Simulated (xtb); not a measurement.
# Si2H2SF3: geometry relaxation (part 4 of 4)

Continued. System: Si2H2SF3, multiplicity 2. Method: GFN1-xTB (xtb 6.7.1). The geometry comes from this level: GFN2-xTB.

Geometry of the input (Å):
```
F  0.9765  -1.1674  1.2600
Si 1.1323  -0.7523  -0.2637
F  0.4294  -1.9526  -1.0239
F  2.6726  -0.8654  -0.5840
S  0.3433  1.1248  -0.7122
Si -1.6587  0.8571  0.1248
H  -1.5332  0.7288  1.5693
H  -2.3622  2.0270  -0.3703
```

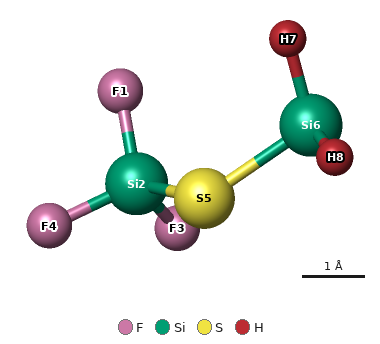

Figure 1. The geometry at step 14 of the log (ball-and-stick view, seen at a tilt; atoms are numbered from 1 in the order of the input).

Trajectory as extended XYZ, continued:
```
8
Properties=species:S:1:pos:R:3 step=4 energy=-656.90357
F     1.0246   -1.2542    1.2619
Si    1.1381   -0.8143   -0.2576
F     0.5232   -2.0198   -1.0893
F     2.6825   -0.7656   -0.6077
S     0.2717    1.0418   -0.6808
Si   -1.6950    0.8165    0.0999
H    -1.6457    0.8983    1.5690
H    -2.2996    2.0973   -0.2955
8
Properties=species:S:1:pos:R:3 step=5 energy=-656.91567
F     1.0485   -1.3037    1.2510
Si    1.1529   -0.8428   -0.2606
F     0.5799   -2.0440   -1.1291
F     2.6958   -0.7274   -0.6137
S     0.2221    0.9830   -0.6595
Si   -1.7368    0.8355    0.1250
H    -1.6900    0.9598    1.5932
H    -2.2725    2.1395   -0.3064
8
Properties=species:S:1:pos:R:3 step=7 energy=-656.93050
F     1.1106   -1.4070    1.2249
Si    1.1842   -0.8973   -0.2700
F     0.7033   -2.1004   -1.1891
F     2.7137   -0.6610   -0.6219
S     0.1301    0.8651   -0.6296
Si   -1.8224    0.8968    0.1735
H    -1.7702    1.0839    1.6345
H    -2.2492    2.2197   -0.3223
8
Properties=species:S:1:pos:R:3 step=8 energy=-656.93440
F     1.1384   -1.4389    1.2164
Si    1.1889   -0.9104   -0.2735
F     0.7440   -2.1225   -1.1940
F     2.7075   -0.6362   -0.6248
S     0.0972    0.8267   -0.6268
Si   -1.8465    0.9183    0.1862
H    -1.7899    1.1220    1.6430
H    -2.2397    2.2410   -0.3266
8
Properties=species:S:1:pos:R:3 step=9 energy=-656.93555
F     1.1559   -1.4573    1.2125
Si    1.1876   -0.9180   -0.2751
F     0.7661   -2.1381   -1.1933
F     2.6993   -0.6141   -0.6276
S     0.0770    0.8059   -0.6258
Si   -1.8621    0.9258    0.1928
H    -1.7990    1.1416    1.6477
H    -2.2248    2.2542   -0.3313
8
Properties=species:S:1:pos:R:3 step=10 energy=-656.93581
F     1.1602   -1.4570    1.2128
Si    1.1862   -0.9187   -0.2752
F     0.7664   -2.1415   -1.1877
F     2.6946   -0.6093   -0.6279
S     0.0754    0.8039   -0.6266
Si   -1.8633    0.9274    0.1901
H    -1.7951    1.1413    1.6446
H    -2.2244    2.2540   -0.3302
8
Properties=species:S:1:pos:R:3 step=11 energy=-656.93601
F     1.1657   -1.4605    1.2126
Si    1.1872   -0.9226   -0.2754
F     0.7710   -2.1467   -1.1874
F     2.6931   -0.6000   -0.6287
S     0.0692    0.7977   -0.6263
Si   -1.8696    0.9300    0.1910
H    -1.7981    1.1419    1.6454
H    -2.2184    2.2603   -0.3312
8
Properties=species:S:1:pos:R:3 step=12 energy=-656.93615
F     1.1635   -1.4557    1.2141
Si    1.1872   -0.9216   -0.2748
F     0.7650   -2.1441   -1.1865
F     2.6924   -0.5986   -0.6282
S     0.0729    0.8001   -0.6279
Si   -1.8665    0.9271    0.1880
H    -1.7988    1.1334    1.6442
H    -2.2156    2.2595   -0.3289
8
Properties=species:S:1:pos:R:3 step=13 energy=-656.93620
F     1.1640   -1.4554    1.2147
Si    1.1891   -0.9214   -0.2742
F     0.7644   -2.1430   -1.1869
F     2.6934   -0.5976   -0.6274
S     0.0731    0.8000   -0.6276
Si   -1.8671    0.9281    0.1848
H    -1.8014    1.1262    1.6418
H    -2.2155    2.2631   -0.3252
8
Properties=species:S:1:pos:R:3 step=14 energy=-656.93624
F     1.1651   -1.4563    1.2145
Si    1.1896   -0.9212   -0.2743
F     0.7663   -2.1439   -1.1870
F     2.6932   -0.5950   -0.6274
S     0.0722    0.7985   -0.6274
Si   -1.8683    0.9289    0.1834
H    -1.8050    1.1225    1.6413
H    -2.2131    2.2666   -0.3231
8
Properties=species:S:1:pos:R:3 step=15 energy=-656.93629
F     1.1662   -1.4553    1.2142
Si    1.1904   -0.9199   -0.2747
F     0.7683   -2.1448   -1.1855
F     2.6936   -0.5933   -0.6276
S     0.0711    0.7984   -0.6283
Si   -1.8700    0.9293    0.1807
H    -1.8104    1.1145    1.6403
H    -2.2091    2.2712   -0.3191
8
Properties=species:S:1:pos:R:3 step=16 energy=-656.93636
F     1.1669   -1.4531    1.2146
Si    1.1909   -0.9180   -0.2746
F     0.7702   -2.1456   -1.1830
F     2.6944   -0.5907   -0.6281
S     0.0714    0.7993   -0.6289
Si   -1.8721    0.9302    0.1752
H    -1.8169    1.0999    1.6372
H    -2.2047    2.2780   -0.3124
8
Properties=species:S:1:pos:R:3 step=17 energy=-656.93641
F     1.1665   -1.4496    1.2153
Si    1.1912   -0.9161   -0.2744
F     0.7698   -2.1445   -1.1811
F     2.6950   -0.5908   -0.6283
S     0.0722    0.8016   -0.6299
Si   -1.8727    0.9295    0.1714
H    -1.8205    1.0888    1.6346
H    -2.2015    2.2812   -0.3077
8
Properties=species:S:1:pos:R:3 step=19 energy=-656.93652
F     1.1654   -1.4442    1.2168
Si    1.1915   -0.9140   -0.2737
F     0.7701   -2.1409   -1.1811
F     2.6960   -0.5908   -0.6277
S     0.0748    0.8058   -0.6294
Si   -1.8738    0.9289    0.1640
H    -1.8287    1.0673    1.6290
H    -2.1954    2.2879   -0.2979
8
Properties=species:S:1:pos:R:3 step=20 energy=-656.93657
F     1.1652   -1.4433    1.2171
Si    1.1920   -0.9131   -0.2733
F     0.7719   -2.1388   -1.1828
F     2.6966   -0.5893   -0.6267
S     0.0761    0.8077   -0.6280
Si   -1.8749    0.9294    0.1588
H    -1.8362    1.0536    1.6256
H    -2.1906    2.2938   -0.2907
8
Properties=species:S:1:pos:R:3 step=21 energy=-656.93658
F     1.1663   -1.4449    1.2166
Si    1.1922   -0.9134   -0.2734
F     0.7725   -2.1389   -1.1834
F     2.6966   -0.5886   -0.6267
S     0.0757    0.8064   -0.6272
Si   -1.8755    0.9305    0.1593
H    -1.8371    1.0543    1.6260
H    -2.1908    2.2946   -0.2913
8
Properties=species:S:1:pos:R:3 step=22 energy=-656.93659
F     1.1679   -1.4474    1.2157
Si    1.1924   -0.9137   -0.2736
F     0.7732   -2.1389   -1.1844
F     2.6964   -0.5873   -0.6266
S     0.0745    0.8055   -0.6256
Si   -1.8770    0.9306    0.1599
H    -1.8379    1.0561    1.6263
H    -2.1896    2.2952   -0.2917
8
Properties=species:S:1:pos:R:3 step=23 energy=-656.93659
F     1.1691   -1.4498    1.2147
Si    1.1928   -0.9143   -0.2740
F     0.7742   -2.1392   -1.1856
F     2.6966   -0.5865   -0.6266
S     0.0740    0.8051   -0.6248
Si   -1.8770    0.9314    0.1608
H    -1.8397    1.0577    1.6272
H    -2.1899    2.2955   -0.2918
8
Properties=species:S:1:pos:R:3 step=24 energy=-656.93660
F     1.1691   -1.4504    1.2144
Si    1.1929   -0.9144   -0.2742
F     0.7743   -2.1390   -1.1862
F     2.6966   -0.5862   -0.6265
S     0.0740    0.8049   -0.6240
Si   -1.8774    0.9313    0.1609
H    -1.8399    1.0583    1.6274
H    -2.1898    2.2955   -0.2918
```

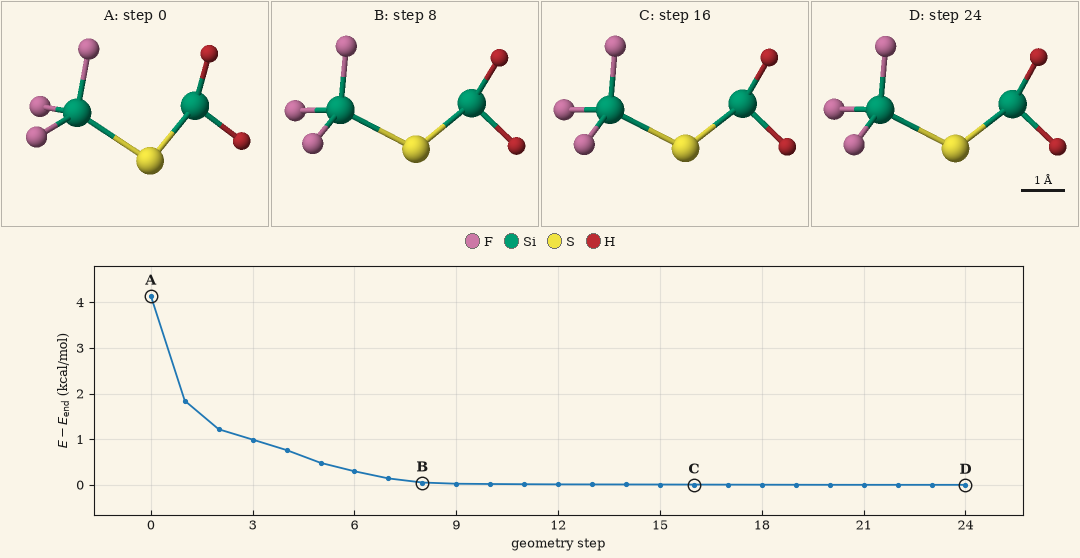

Figure 2. Frames of the relaxation (ball-and-stick view, seen at a tilt) above the curves, on which the letters mark them (steps are counted from 0).

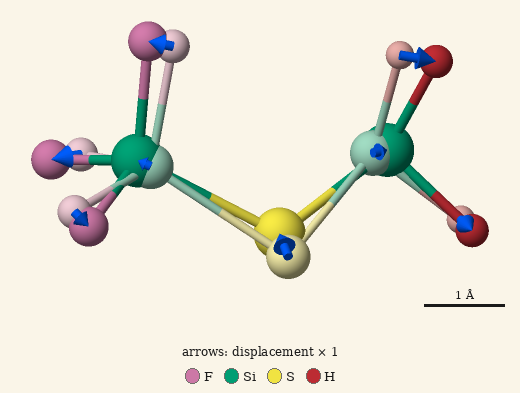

Figure 3. Start (faint) and end (solid) with the displacements as blue arrows, at true length (ball-and-stick view, seen at a tilt). The two geometries are laid on each other by the best rigid fit. The energy falls by 4.14 kcal/mol in 24 geometry steps. The atom that moves furthest after the best rigid fit is H7 (0.47 Å). By element the largest moves are H 0.47 Å, S 0.44 Å, F 0.41 Å, Si 0.23 Å. Among the contacts that change: S5–Si6 2.186 → 2.107 Å, Si6–H8 1.452 → 1.471 Å, Si6–H7 1.456 → 1.472 Å, F1–Si2 1.587 → 1.582 Å. Among the angles that change: Si2–S5–Si6 98.9° → 119.0°, H7–Si6–H8 116.8° → 103.4°, F4–Si2–S5 113.0° → 107.6°. (Atoms are counted from 1 in the order of the input.)

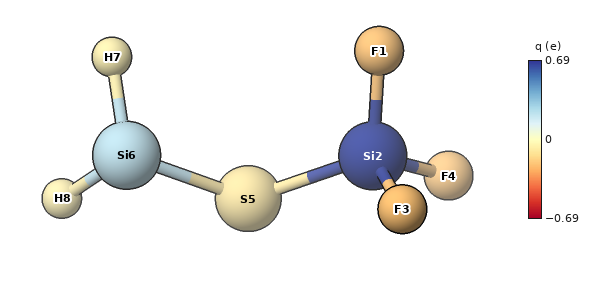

Figure 4. Mulliken charges, as the colour of each atom (ball-and-stick view, seen at an oblique angle; atoms are numbered from 1 in the order of the input). By element: F −0.22 to −0.21, Si +0.23 to +0.65, S −0.11 and H −0.07 to −0.06 e.
